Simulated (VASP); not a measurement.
Band structure of Ni3Si (space group Pm-3m). Computed with PBE GGA, VASP's PBE PAW potentials (set 64) (plane waves; VASP 6.6.1).

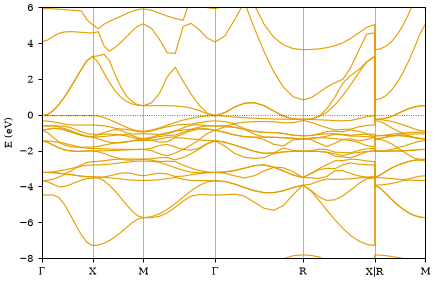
*Bands along high-symmetry lines, zero at the valence-band maximum or, without a gap, the Fermi level*

Question: Read the plot: is there a gap, and where are the band edges?

Answer: It has no gap at this level: it comes out as a metal or semimetal.

The structure is a typed Ni3Si crystal (Pm-3m). The cell was not relaxed at this level. The run is not spin-polarised, so no magnetic state was tried.
